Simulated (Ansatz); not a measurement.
ZrB2, response to strain

The reference is ZrB$_{2}$ (space group P6/mmm, No. 191; relaxed with 0.1 eV smearing).

```cif
data_B2Zr
_chemical_formula_sum 'Zr1 B2'
_space_group_name_H-M_alt 'P6/mmm'
_space_group_IT_number 191
_space_group_name_Hall '-P 6 2'
_cell_length_a 3.17143
_cell_length_b 3.17143
_cell_length_c 3.54182
_cell_angle_alpha 90.000
_cell_angle_beta 90.000
_cell_angle_gamma 120.000
loop_
_atom_site_label
_atom_site_type_symbol
_atom_site_symmetry_multiplicity
_atom_site_Wyckoff_symbol
_atom_site_fract_x
_atom_site_fract_y
_atom_site_fract_z
_atom_site_occupancy
Zr1 Zr 1 a 0.00000 0.00000 0.00000 1
B1 B 2 d 0.33333 0.66667 0.50000 1
```

Strains are applied to the cell and any free atomic positions relax.

Level of theory: PBE (Ansatz, an electronic-structure program), no spin-orbit coupling.

Notes on the quantities. pressure: mean of the normal stresses, compression positive.

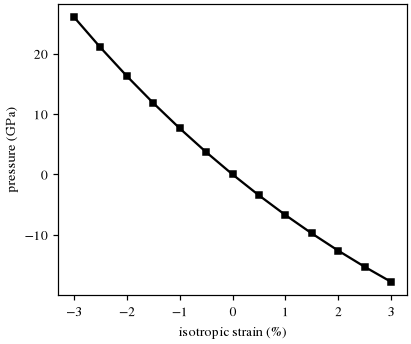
*Pressure against isotropic strain*

```tsv
isotropic strain (%)	pressure
-3	26.1 GPa
-2.5	21.0 GPa
-2	16.3 GPa
-1.5	11.8 GPa
-1	7.6 GPa
-0.5	3.7 GPa
0.5	-3.5 GPa
1	-6.7 GPa
1.5	-9.8 GPa
2	-12.6 GPa
2.5	-15.3 GPa
3	-17.8 GPa
```

Whether these cells are dynamically stable was not tested. All final runs are without spin polarisation.
